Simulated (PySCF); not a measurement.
# CH7B2F3Si2: the cost of one run

Computed with PySCF 2.14.0, with density-fitted response routines of our own, on a single molecule in the gas phase. Atoms are numbered from 0 throughout.

## 1. The molecule as given

15 atoms, charge 0, multiplicity 1; geometry from: GFN2-xTB.

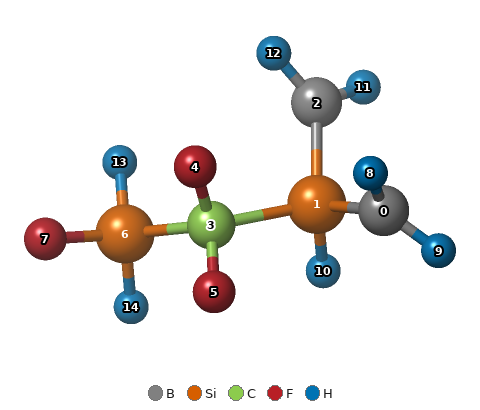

As it starts; boron grey, silicon orange, carbon green, fluorine red, hydrogen blue, atoms numbered.

## 2. Ultraviolet spectrum: B3LYP/def2-SVPD

The job: settings as JSON, then the geometry in Å.

```
{"job": {"kind": "uv", "xc": "B3LYP", "basis": "def2-SVPD", "nstates": 8, "ntriplets": 3}, "charge": 0, "multiplicity": 1}
B      2.571557    -0.539236     0.092492
Si     0.905588     0.313923    -0.498717
B      0.641168     2.120180     0.199718
C     -0.522266    -0.849400     0.222759
F     -0.386765    -0.826931     1.601275
F     -0.225912    -2.161203    -0.119400
Si    -2.366225    -0.505466    -0.225321
F     -3.317515    -1.460510     0.643083
H      2.748673    -0.780930     1.222578
H      3.427468    -0.810740    -0.655539
H      0.600978     0.172624    -1.948801
H      1.086552     3.044588    -0.360792
H      0.116301     2.320998     1.224099
H     -2.692512     0.847516     0.188596
H     -2.591503    -0.877426    -1.607942
```

Method: TDDFT B3LYP/def2-SVPD, vertical, gas phase, core orbitals frozen in the response.

The run is started by

```console
$ OMP_NUM_THREADS=1 python probes_run.py task.json out
```

This one command runs all jobs of the session in turn.

Q: Estimate the wall time and peak memory of this job on 1 thread of Arm Neoverse V1, shared host.

About 59 s, with a peak of 0.94 GiB.
